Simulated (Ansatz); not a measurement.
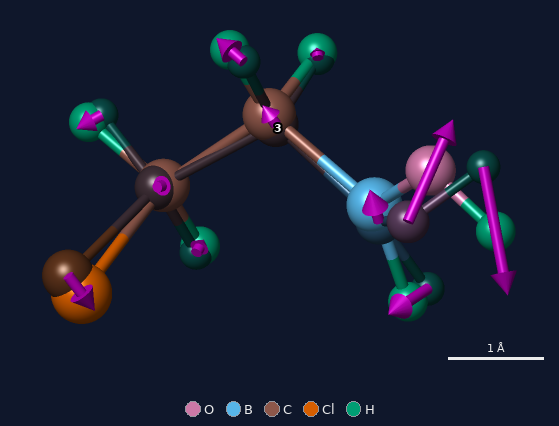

A relaxation of C2H6BClO. The starting structure is drawn faded, the final one solid; purple arrows show the displacements, magnified 2 times. The two geometries are superimposed by the best rigid fit.

The picture is a ball-and-stick view, seen at a tilt.

The run prepares an end point of a later path (hydrogen shift) calculation, from a guessed geometry.

Theory: Ansatz 0.2.0, RKS PBE-D4/cc-pVDZ. Settings: no spin polarisation; force threshold 0.02 eV/Å; at most 50 steps.

### What did the optimiser do to the structure, and how much energy did it gain?

The atom that moves furthest after the best rigid fit is an H atom (0.69 Å). Largest moves by element: H 0.69 Å, O 0.60 Å, Cl 0.25 Å, B 0.21 Å, C 0.13 Å. Near-neighbour distances that change, for instance: B–O 1.457 → 1.367 Å, C–Cl 1.740 → 1.827 Å, B–H 1.152 → 1.224 Å, C–H 1.169 → 1.110 Å. Among the angles between lasting bonds that change: C–C–H 104.3° → 112.1°, Cl–C–H 113.1° → 105.6°, B–O–H 106.0° → 111.5°. Groups turn about B–O by about 85°, B–C by about 25°. The energy falls by 28.2 kcal/mol in 12 geometry steps. The largest force component goes from 3.3 to 0.01 eV/Å.
